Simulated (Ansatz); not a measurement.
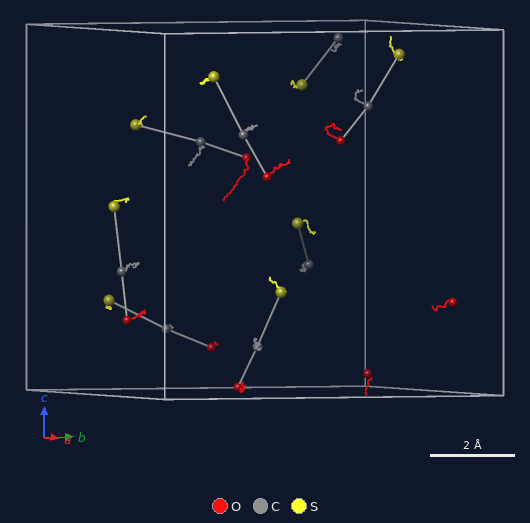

Molecular dynamics of a periodic cell with 8 OCS at 1.202 g/cm³, 220 fs long. It starts from the last geometry of an earlier run, with fresh velocities. Lines trace each atom's path, in the colour of its element; spheres stand at the starting positions. Seen from a free direction in the simulation cell.

Theory: DFT PBE, scalar-relativistic, plane waves, PAW (Ansatz). Set-up: plane-wave cutoff 420 eV; k-point mesh 1 × 1 × 1; Fermi-Dirac smearing 0.02 eV; low-accuracy preset; Langevin thermostat (NVT); set temperature 250 K; time step 1 fs; friction 0.02 per fs.

Q: Describe the motion.

A: Root-mean-square distances from the starting positions over the second half, with the common drift of all atoms taken out: O 0.51 Å, C 0.36 Å, S 0.33 Å. The heavy atoms stay within a fraction of a molecule's size of their starting places; so short a run doesn't tell a liquid from a solid.

Limits of the set-up: the program's low-accuracy preset was used.
